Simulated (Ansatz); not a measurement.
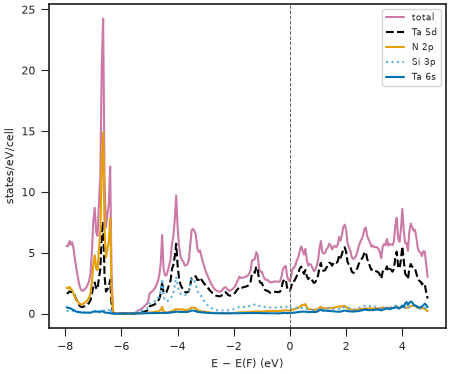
Figure. Total and projected density of states of Ta2SiN in space group P6_3/mmc (No. 194; Si on 2d, Ta on 4f, N on 2a), DFT-PBEsol in the program Ansatz with PAW potentials

Problem. Which orbitals carry the states next to the Fermi level?

Solution. Within 0.5 eV of the Fermi level: Ta 5d 70 %, Si 3p 13 %, N 2p 10 %. Projections are on Löwdin-orthogonalised atomic valence shells; empty p or d shells of many metals are not among them.

Problem. Where is the tallest occupied peak in this window, and what makes it?

Solution. Near -6.7 eV, about 24 states/eV per cell; the largest projected share is N 2p.

The start of the workflow was typed in or built on a structure type; neither database checked (COD, Materials Project) lists it. Its standing as an ambient phase is unchecked. The PBEsol relaxation kept the symmetry of its start; its stability against distortions is not shown here. No spin polarisation was allowed. Spin–orbit coupling is left out wherever it is not named.

Potentials: the earlier of the program's two PAW sets. The files were generated under PBE; for other functionals the program regenerates the frozen cores, and for LDA and PBEsol the local potential too.
